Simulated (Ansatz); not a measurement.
C2H3GeN

The calculation's input:

```
crystal:
  periodic: [false, false, false]
  atoms:
    - {symbol: C, position_ang: [0.797735, 1.146636, 3.174067]}
    - {symbol: C, position_ang: [1.620732, 0.003687, 2.751790]}
    - {symbol: Ge, position_ang: [1.260279, 1.114052, 1.009614]}
    - {symbol: "N", position_ang: [-0.037780, 1.606986, 2.278712]}
    - {symbol: H, position_ang: [0.971524, 1.676744, 4.134743]}
    - {symbol: H, position_ang: [1.032428, -0.910879, 2.606397]}
    - {symbol: H, position_ang: [2.581726, -0.192758, 3.245764]}
basis:
  gaussian:
    orbitals: def2-TZVPD
hamiltonian:
  xc: {name: PBE0}
output:
  forces: true
  orbitals: {seedname: orbitals}
```

Launched as:

```sh
ansatz run input.yaml --threads 2 --pin off --max-ram 4350MiB --events-out events.jsonl --progress --plain --runs-dir runs
```

Geometry: PBE0-D3(BJ)/def2-SVP.

Theory: Ansatz, isolated molecule in a Gaussian basis; Kohn-Sham density functional theory, functional PBE0.

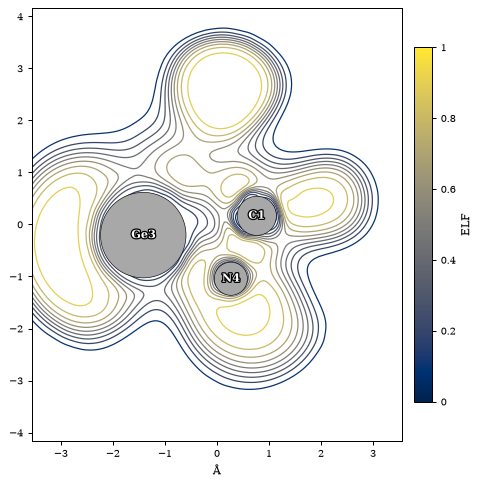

Figure 1. Electron localisation function on the plane of atoms Ge3, C1 and N4. Grey discs cover the atomic cores.

Q: What does the map show?

A: The section cuts through C, Ge and N sites. C–N (1.31 Å): the ELF peaks at about 0.90 between the atoms (a covalent bond). Ge–N (1.88 Å): the ELF peaks at about 0.85 in the valence shell of N, 0.6 Å from its nucleus, and is about 0.45 at the midpoint. C–Ge (2.21 Å): the ELF peaks at about 0.60 in the valence shell of C, 0.6 Å from its nucleus, and is about 0.25 at the midpoint. The ELF also peaks beside N4, away from the bonds: lone-pair regions.

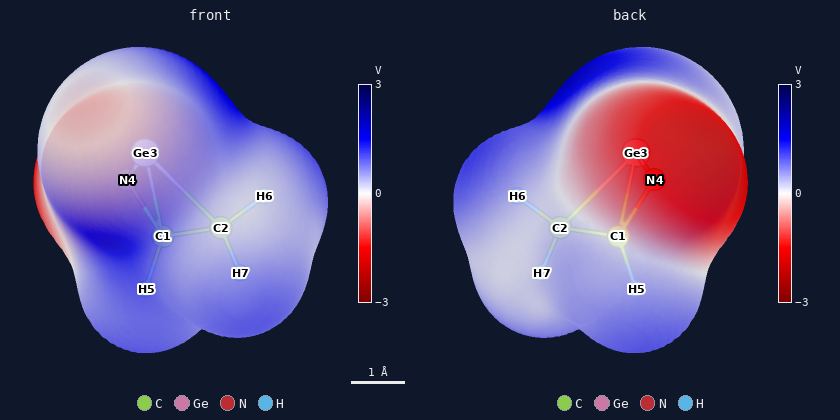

Figure 2. The molecular electrostatic potential painted on the density surface at 0.002 e/bohr³, seen from the front and from behind; the colour scale runs from red (negative) to blue (positive).

Q: Where is the surface potential most negative and most positive?

A: The most negative region (about −2.0 V, or −46 kcal/mol for a unit charge) lies over N4, the most positive (about +1.9 V, or +44 kcal/mol for a unit charge) over Ge3. N4 is the likeliest acceptor of a hydrogen bond.

Q: What dipole moment does the calculation give?

A: Its dipole moment is 2.35 D.

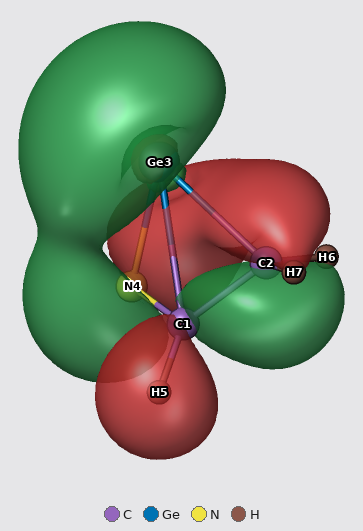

Figure 3. The HOMO at ±0.08 Å⁻³ᐟ² (green and red are the two phases), seen at a tilt.

Q: Where does this orbital lie, and at what energy?

A: It lies mainly on Ge3 (about 40 %), N4 (about 30 %), C2 (about 15 %), C1 (about 10 %) and H5 (about 5 %). Its energy is −6.56 eV.

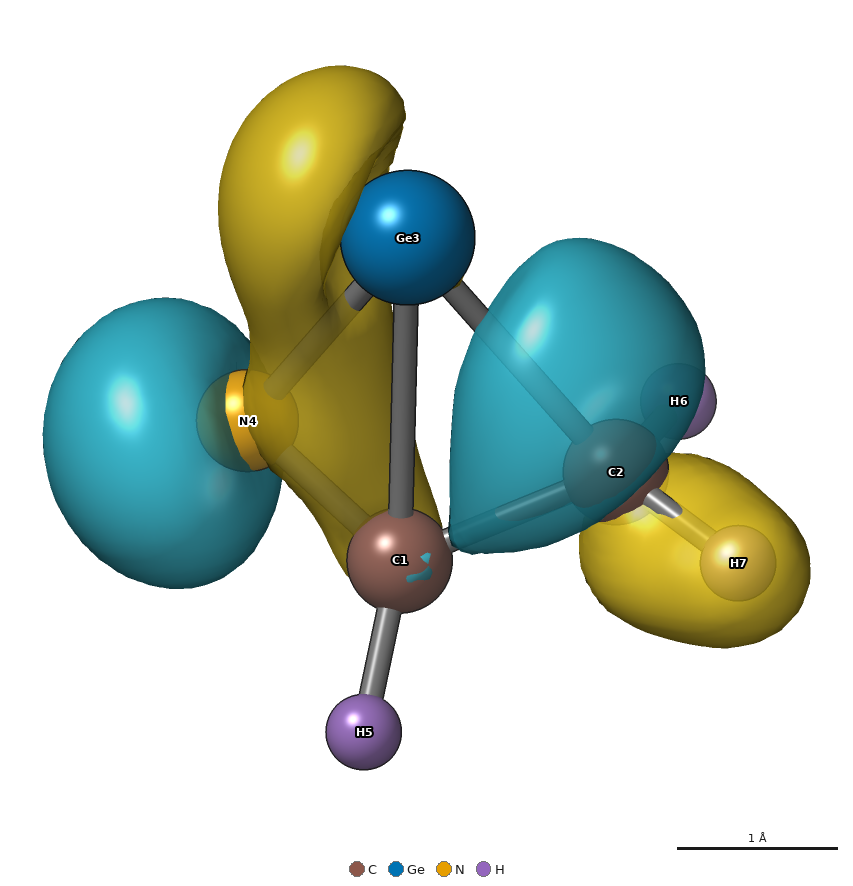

Figure 4. The HOMO−1 at ±0.15 Å⁻³ᐟ² (yellow and cyan are the two phases), seen across its widest extent.

Q: Where does this orbital lie, and at what energy?

A: By Hirshfeld shares it lies mainly on N4 (about 40 %), C2 (about 25 %), Ge3 (about 20 %) and C1 (about 10 %). Its energy is −7.32 eV.
